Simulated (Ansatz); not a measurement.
# CH5NSn: nudged elastic band

- system: CH5NSn, SMILES N=[CH][SnH3]
- method: RKS PBE0-D4/def2-SVP (Ansatz 0.2.0)

One setting was made poor on purpose. It belongs to a series of runs on one base structure; here: band between the two ends. Figures and captions count atoms from 1; the log counts them from 0 in places.

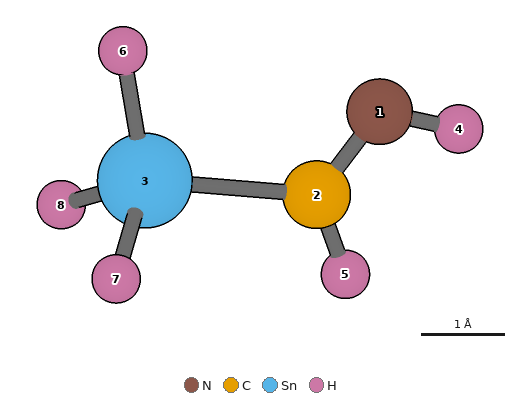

The structure as given in the input (ball-and-stick view, seen at a tilt; atoms are numbered from 1 in the order of the input). Sticks mark near contacts. Bond lengths as drawn: C–H 1.11 Å, C–N 1.27 Å, C–Sn 2.17 Å, H–N 1.03 Å and H–Sn 1.71 to 1.72 Å.

**Input**
```yaml
crystal:
  periodic: [false, false, false]
  atoms:
    - { symbol: "N", position_ang: [-1.296046, 0.973526, -0.849545] }
    - { symbol: C, position_ang: [-0.466137, 0.014372, -0.837811] }
    - { symbol: Sn, position_ang: [0.757765, -0.275164, 0.927492] }
    - { symbol: H, position_ang: [-1.81259, 1.002966, -1.739193] }
    - { symbol: H, position_ang: [-0.336869, -0.68504, -1.691053] }
    - { symbol: H, position_ang: [0.357824, 0.922084, 2.076096] }
    - { symbol: H, position_ang: [2.414877, -0.166553, 0.493407] }
    - { symbol: H, position_ang: [0.473176, -1.843292, 1.564908] }
basis:
  gaussian: { orbitals: def2-SVP }
hamiltonian:
  xc: pbe0
  dispersion: d4
neb:
  order_check: false
  images: 3
  f_tol: 0.05
  max_iterations: 60
  climbing: true
  final_atoms:
    - { symbol: "N", position_ang: [-1.33231512, 0.7089968, -1.33333415] }
    - { symbol: C, position_ang: [-0.44583489, -0.15013782, -1.04930449] }
    - { symbol: Sn, position_ang: [0.68636485, -0.26652406, 0.81244239] }
    - { symbol: H, position_ang: [-1.47539461, 1.37809162, -0.56750489] }
    - { symbol: H, position_ang: [-0.22880331, -0.91150309, -1.82259026] }
    - { symbol: H, position_ang: [0.10187943, 1.02439739, 1.78136903] }
    - { symbol: H, position_ang: [2.36449692, -0.07536913, 0.52290273] }
    - { symbol: H, position_ang: [0.42160672, -1.76505272, 1.60032064] }
  initial_path:
    images:
      - { positions_ang: [[-1.296046, 0.973526, -0.849545], [-0.466137, 0.014372, -0.837811], [0.757765, -0.275164, 0.927492], [-1.81259, 1.002966, -1.739193], [-0.336869, -0.68504, -1.691053], [0.357824, 0.922084, 2.076096], [2.414877, -0.166553, 0.493407], [0.473176, -1.843292, 1.564908]] }
      - { positions_ang: [[-1.17049553, 0.97092658, -0.99603125], [-0.38651477, 0.01376175, -0.92108639], [0.71208632, -0.26593916, 0.87710641], [-1.93813743, 0.94783613, -1.34998939], [-0.23957564, -0.69269728, -1.75953433], [0.30519821, 0.98247998, 2.0091583], [2.43442728, -0.19771782, 0.53885365], [0.37501156, -1.81575118, 1.545824]] }
      - { positions_ang: [[-1.04494507, 0.96832717, -1.1425175], [-0.30689254, 0.01315149, -1.00436178], [0.66640765, -0.25671433, 0.82672082], [-2.06368485, 0.89270626, -0.96078577], [-0.14228227, -0.70035455, -1.82801566], [0.25257241, 1.04287595, 1.9422206], [2.45397756, -0.22888263, 0.5843003], [0.27684712, -1.78821036, 1.52674]] }
      - { positions_ang: [[-1.18863009, 0.83866199, -1.23792583], [-0.37636372, -0.06849316, -1.02683314], [0.67638625, -0.26161919, 0.8195816], [-1.76953973, 1.13539894, -0.76414533], [-0.18554279, -0.80592882, -1.82530296], [0.17722592, 1.03363667, 1.86179481], [2.40923724, -0.15212588, 0.55360151], [0.34922692, -1.77663154, 1.56353032]] }
      - { positions_ang: [[-1.33231512, 0.7089968, -1.33333415], [-0.44583489, -0.15013782, -1.04930449], [0.68636485, -0.26652406, 0.81244239], [-1.47539461, 1.37809162, -0.56750489], [-0.22880331, -0.91150309, -1.82259026], [0.10187943, 1.02439739, 1.78136903], [2.36449692, -0.07536913, 0.52290273], [0.42160672, -1.76505272, 1.60032064]] }
```

Run on 1 thread of Intel Xeon (Sapphire Rapids), 176 GiB of memory available, shared host.

Run as:
```bash
ansatz run input.yaml --threads 1 --pin off --max-ram 2048MiB --backend cpu --events-out ev --progress --plain --runs-dir out
```

**Log**
```
Engine: ansatz 0.2.0, x86_64-unknown-linux-gnu
Functional definition: PBE0
  parameter a = 0.25
  parameter kappa = 0.804
  parameter beta = 0.06672455060314922
  exchange = (1 - a)*pbe_x(kappa = kappa, mu = beta*pi^2/3) + a*exact_x
  correlation = pbe_c(beta = beta)
969 factors; integrals over basis functions are off by at most 3.3e-4 eV
mean field evaluation 1: about -8429.3116 eV, gradient 4.0e1 eV
mean field evaluation 2: about -8425.6460 eV, gradient 5.5e1 eV
mean field evaluation 4: about -8432.9670 eV, gradient 3.6e0 eV
mean field evaluation 8: about -8433.0232 eV, gradient 9.0e-2 eV
mean field evaluation 16: about -8433.0232 eV, gradient 3.6e-5 eV
mean field -8433.02322023 eV, -309.9078872350 hartree, gradient 3.6e-5 eV, S^2 0.000000; 0 other end points of the search recorded, 0 dependent functions left out
the calculation of the forces begins
reference -8433.02325017 eV, -309.9078883353 hartree; 20, 20 occupied and 59, 59 virtual orbitals, 969 factors
969 factors; integrals over basis functions are off by at most 4.5e-4 eV
mean field evaluation 32: about -8433.0478 eV, gradient 5.0e-5 eV
mean field -8433.04777773 eV, -309.9087897064 hartree, gradient 5.0e-5 eV, S^2 0.000000; 0 other end points of the search recorded, 0 dependent functions left out
[... from here on the field's lines of each further geometry are left out, up to the last ...]
NEB iter   1: max|band force component| = 1.392e1 eV/Å  barrier→ = 2.4394 eV  barrier← = 2.4642 eV  Δτ_max = 0.1949 Å  (128 SCF iters)
NEB iter   2: max|band force component| = 1.825e0 eV/Å  barrier→ = 1.7539 eV  barrier← = 1.7787 eV  Δτ_max = 0.1812 Å  (96 SCF iters)
NEB iter   3: max|band force component| = 1.614e0 eV/Å  barrier→ = 1.5687 eV  barrier← = 1.5936 eV  Δτ_max = 0.1978 Å  (96 SCF iters)
NEB iter   4: max|band force component| = 1.631e0 eV/Å  barrier→ = 1.2950 eV  barrier← = 1.3198 eV  Δτ_max = 0.1017 Å  (89 SCF iters)
NEB iter   5: max|band force component| = 1.048e0 eV/Å  barrier→ = 1.0891 eV  barrier← = 1.1139 eV  Δτ_max = 0.1012 Å  (91 SCF iters)
NEB iter   6: max|band force component| = 1.050e0 eV/Å  barrier→ = 0.9028 eV  barrier← = 0.9276 eV  Δτ_max = 0.0498 Å  (90 SCF iters)
NEB iter   7: max|band force component| = 6.625e-1 eV/Å  barrier→ = 0.8900 eV  barrier← = 0.9149 eV  Δτ_max = 0.0504 Å  (89 SCF iters)
NEB iter   8: max|band force component| = 1.452e0 eV/Å  barrier→ = 0.9026 eV  barrier← = 0.9275 eV  CI = image 2  Δτ_max = 0.1009 Å  (90 SCF iters)
NEB iter   9: max|band force component| = 1.180e0 eV/Å  barrier→ = 1.0128 eV  barrier← = 1.0376 eV  CI = image 2  Δτ_max = 0.1983 Å  (92 SCF iters)
NEB iter  10: max|band force component| = 9.877e-1 eV/Å  barrier→ = 1.2368 eV  barrier← = 1.2616 eV  CI = image 2  Δτ_max = 0.1577 Å  (88 SCF iters)
NEB iter  11: max|band force component| = 1.197e0 eV/Å  barrier→ = 1.2037 eV  barrier← = 1.2286 eV  CI = image 2  Δτ_max = 0.0725 Å  (88 SCF iters)
NEB iter  12: max|band force component| = 4.009e-1 eV/Å  barrier→ = 1.1429 eV  barrier← = 1.1677 eV  CI = image 2  Δτ_max = 0.0384 Å  (88 SCF iters)
NEB iter  13: max|band force component| = 1.859e-1 eV/Å  barrier→ = 1.1313 eV  barrier← = 1.1562 eV  CI = image 2  Δτ_max = 0.0237 Å  (89 SCF iters)
NEB iter  14: max|band force component| = 9.736e-2 eV/Å  barrier→ = 1.1266 eV  barrier← = 1.1515 eV  CI = image 2  Δτ_max = 0.0186 Å  (91 SCF iters)
the calculation of the forces begins
reference -8432.89693104 eV, -309.9032461928 hartree; 20, 20 occupied and 59, 59 virtual orbitals, 969 factors
969 factors; integrals over basis functions are off by at most 3.3e-4 eV
mean field evaluation 416: about -8431.8727 eV, gradient 8.9e-1 eV
mean field -8431.89963174 eV, -309.8665961198 hartree, gradient 2.3e-5 eV, S^2 0.000000; 1 other end points of the search recorded, 0 dependent functions left out
the calculation of the forces begins
reference -8431.89966068 eV, -309.8665971833 hartree; 20, 20 occupied and 59, 59 virtual orbitals, 969 factors
NEB iter  15: max|band force component| = 4.511e-2 eV/Å  barrier→ = 1.1252 eV  barrier← = 1.1500 eV  CI = image 2  Δτ_max = 0.0000 Å  (158 SCF iters)
```

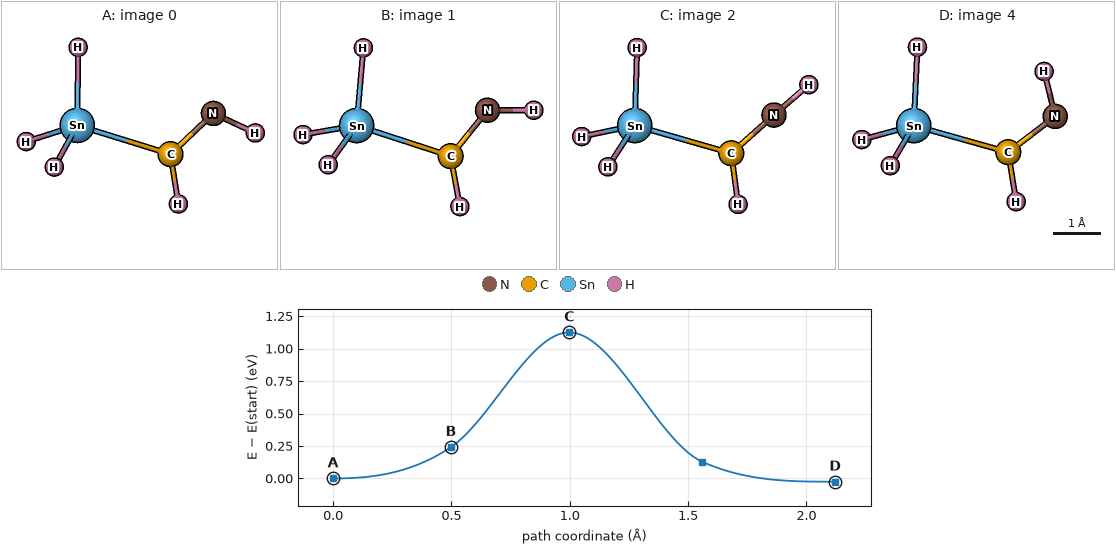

Images of the last band (counted from 0; ball-and-stick, seen at a tilt) above the energy along the path; the line is a cubic interpolation that uses the forces. The highest image is number 2, 1.125 eV above the start and 1.150 eV above the end (the climbing image); the end lies 0.025 eV below the start. The path is 2.12 Å long. The band converged in 15 iterations.

```
Total energy: -8432.01243476 eV, -309.8707415541 hartree
Atom 0 at    -1.307793     0.760101    -1.104625 Å, force    -0.006699    -0.033077     0.001649 eV/Å
Atom 1 at    -0.401991    -0.066303    -1.000536 Å, force     0.008521     0.016168     0.045396 eV/Å
Atom 2 at     0.758978    -0.319972     0.884071 Å, force     0.004347     0.025114    -0.014537 eV/Å
Atom 3 at    -2.048252     1.417068    -1.202445 Å, force     0.008334     0.009144    -0.010813 eV/Å
Atom 4 at    -0.097381    -0.740838    -1.843602 Å, force    -0.007110    -0.004491    -0.020050 eV/Å
Atom 5 at     0.229638     0.905127     1.964789 Å, force     0.004280    -0.004456     0.002432 eV/Å
Atom 6 at     2.455256    -0.155674     0.629068 Å, force    -0.004362    -0.002111     0.004345 eV/Å
Atom 7 at     0.503545    -1.856610     1.617581 Å, force    -0.007310    -0.006292    -0.008423 eV/Å
Dipole moment:    -0.228888     0.117455    -0.206492 e Å
this run last wrote the band of iteration 15 to [file]
```

**The last band as extended XYZ (Å, eV, eV/Å)**
```
8
Properties=species:S:1:pos:R:3:forces:R:3 image=0 energy=-8433.13757
N    -1.2960    0.9735   -0.8495   -0.0013  -0.0006  -0.0032
C    -0.4661    0.0144   -0.8378    0.0020   0.0057   0.0120
Sn    0.7578   -0.2752    0.9275   -0.0024   0.0008  -0.0028
H    -1.8126    1.0030   -1.7392    0.0005   0.0013   0.0031
H    -0.3369   -0.6850   -1.6911    0.0007  -0.0071  -0.0097
H     0.3578    0.9221    2.0761   -0.0008   0.0009   0.0000
H     2.4149   -0.1666    0.4934    0.0006  -0.0006   0.0003
H     0.4732   -1.8433    1.5649    0.0007  -0.0004   0.0002
8
Properties=species:S:1:pos:R:3:forces:R:3 image=1 energy=-8432.89509
N    -1.2675    0.8673   -0.8123    0.1072   0.3746   0.9524
C    -0.4232   -0.0599   -0.9546   -0.0357   0.1024   0.1376
Sn    0.7610   -0.3082    0.8766    0.0083  -0.0003  -0.0327
H    -1.9493    1.2060   -1.4913    0.2572  -0.6811  -0.8118
H    -0.2267   -0.7141   -1.8394   -0.3124   0.2741  -0.0748
H     0.2694    0.9587    1.9166    0.0108  -0.0296  -0.0397
H     2.4547   -0.1910    0.5944   -0.0118  -0.0195  -0.0588
H     0.4737   -1.8158    1.6541   -0.0236  -0.0207  -0.0722
8
Properties=species:S:1:pos:R:3:forces:R:3 image=2 energy=-8432.01241
N    -1.3078    0.7601   -1.1046   -0.0067  -0.0331   0.0016
C    -0.4020   -0.0663   -1.0005    0.0085   0.0162   0.0454
Sn    0.7590   -0.3200    0.8841    0.0043   0.0251  -0.0145
H    -2.0483    1.4171   -1.2024    0.0083   0.0091  -0.0108
H    -0.0974   -0.7408   -1.8436   -0.0071  -0.0045  -0.0200
H     0.2296    0.9051    1.9648    0.0043  -0.0045   0.0024
H     2.4553   -0.1557    0.6291   -0.0044  -0.0021   0.0043
H     0.5035   -1.8566    1.6176   -0.0073  -0.0063  -0.0084
8
Properties=species:S:1:pos:R:3:forces:R:3 image=3 energy=-8433.00870
N    -1.3735    0.6870   -1.4188   -0.1392  -0.1978  -0.6436
C    -0.4367   -0.0555   -1.0144   -0.0427   0.0356  -0.0324
Sn    0.7057   -0.2732    0.8698   -0.1088   0.1104  -0.0075
H    -1.8132    1.4015   -0.8399    0.4425  -0.0803   0.7104
H    -0.0846   -0.7758   -1.7810    0.0830  -0.0346   0.1033
H     0.2504    0.9485    1.9781   -0.0272   0.0529   0.0456
H     2.3987   -0.1717    0.5668   -0.1239   0.0479  -0.0815
H     0.4452   -1.8179    1.5836   -0.0838   0.0659  -0.0943
8
Properties=species:S:1:pos:R:3:forces:R:3 image=4 energy=-8433.16242
N    -1.3323    0.7090   -1.3333    0.0041  -0.0028   0.0040
C    -0.4458   -0.1501   -1.0493    0.0012  -0.0073  -0.0106
Sn    0.6864   -0.2665    0.8124   -0.0031   0.0030   0.0001
H    -1.4754    1.3781   -0.5675   -0.0053   0.0074   0.0032
H    -0.2288   -0.9115   -1.8226    0.0053   0.0004   0.0094
H     0.1019    1.0244    1.7814    0.0015   0.0000   0.0011
H     2.3645   -0.0754    0.5229   -0.0025  -0.0013  -0.0031
H     0.4216   -1.7651    1.6003   -0.0011   0.0006  -0.0041
```

**Results in brief**

- outcome: converged
- barrier, forward: 1.125 eV
- barrier, backward: 1.150 eV
- wall time: 2.8 min
- peak memory: 0.17 GiB

**Notes**

A deliberately poor setting: few images. The order of the saddle point was not checked.
